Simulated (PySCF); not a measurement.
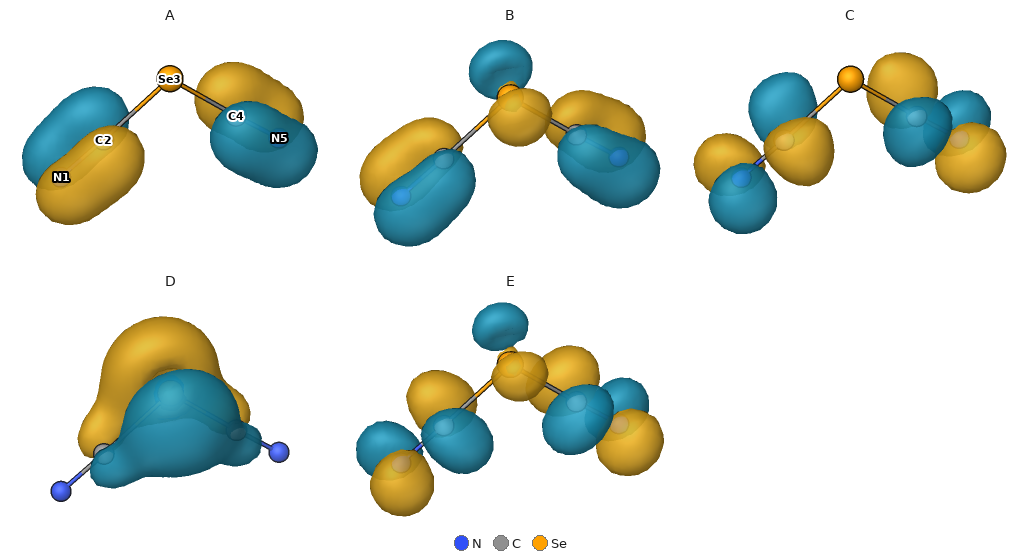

C2N2Se, SMILES `N#C[Se]C#N`. Natural orbitals of the π active space, CASSCF(6,5), triplet state at the geometry of the singlet, in random order. The active space holds only one of the two perpendicular π systems.

Method: def2-SVP basis; geometry: GFN2-xTB; program: PySCF. No frequency check shows the geometry to be a minimum. GFN2-xTB bond lengths at metals and heavier atoms can be off by up to 0.1 Å and shapes distorted, which carries into these values.

Input

```python
import numpy as np
from pyscf import gto, scf, dft, mcscf, mrpt
from pyscf.mcscf import avas

def solve(mol, dm0=None, hcore=None):
    mf = scf.ROHF(mol) if mol.spin else scf.RHF(mol)
    mf = mf.density_fit(auxbasis='def2-universal-jkfit')
    mf.conv_tol, mf.max_cycle = 1e-8, 80
    if hcore is not None:
        mf.get_hcore = lambda *args: hcore
    mf.kernel(dm0)
    if not mf.converged:
        mf = mf.newton().run(mf.mo_coeff, mf.mo_occ, max_cycle=30)
    assert mf.converged, 'SCF not converged'
    return mf

mol = gto.M(atom='''
N      2.17698     1.30029     0.00000
C      1.32561     0.53566     0.00000
Se    -0.00004    -0.72451     0.00000
C     -1.32552     0.53574     0.00000
N     -2.17684     1.30042     0.00000
''', basis='def2-svp', charge=0, spin=0, verbose=4)
mf = solve(mol)
ncas, nel, orbs = avas.avas(mf, ['C 2pz', 'N 2pz', 'Se 4pz'], threshold=0.5, openshell_option=3)
print('active space', nel, ncas)
assert 2 <= ncas <= 10, 'active space too large or empty'
mc = mcscf.CASSCF(mf, ncas, nel)
mc.natorb, mc.max_cycle_macro = True, 60
mc.fix_spin_(ss=mol.spin / 2 * (mol.spin / 2 + 1))
mc.kernel(orbs)
occ = mc.mo_occ[mc.ncore:mc.ncore + ncas]
print('natural occupations', occ.round(4))
e2 = mrpt.NEVPT(mc).kernel()
out = dict(c=mc.mo_coeff[:, mc.ncore:mc.ncore + ncas], occ=occ, e=mc.e_tot, e2=e2, ehf=mf.e_tot, ok=mc.converged, nel=nel, w0=abs(mc.ci).max() ** 2, dm=mc.make_rdm1())
# the other spin state at the same geometry
other = mol.copy().set(spin=2).build()
mo = scf.ROHF(other).density_fit(auxbasis='def2-universal-jkfit').run()
na = (nel + other.spin) // 2
m2 = mcscf.CASSCF(mo, ncas, (na, nel - na))
m2.natorb = True
m2.fix_spin_(ss=other.spin / 2 * (other.spin / 2 + 1))
m2.kernel(mc.mo_coeff)
e2o = mrpt.NEVPT(m2).kernel()
print('other state above this one / eV: CASSCF', (m2.e_tot - mc.e_tot) * 27.211386, 'NEVPT2', (m2.e_tot + e2o - mc.e_tot - e2) * 27.211386)
np.savez('result.npz', eo=m2.e_tot, e2o=e2o, oko=m2.converged, occo=m2.mo_occ[mc.ncore:mc.ncore + ncas], co=m2.mo_coeff[:, mc.ncore:mc.ncore + ncas], **out)
```

Command:

```sh
OMP_NUM_THREADS=1 python input.py
```

The run took 48 s on 1 thread of Arm Neoverse V1, on a shared host, peak memory 0.24 GiB.

### Which orbitals are strongly, which singly and which weakly occupied?

Strongly: D (2.00), A (1.63). About singly: B (1.31), C (0.69). Weakly: E (0.37). Broadly, orbitals with more nodes between bonded atoms hold fewer electrons.

### Where does the lowest triplet lie relative to the singlet, at this geometry and within this active space?

7.05 eV above it by strongly contracted NEVPT2 (+6.78 eV by CASSCF); a small basis tends to put such gaps a few tenths of an eV too high. This is a vertical energy for π states alone; a state that uses lone pairs or σ orbitals may lie lower.
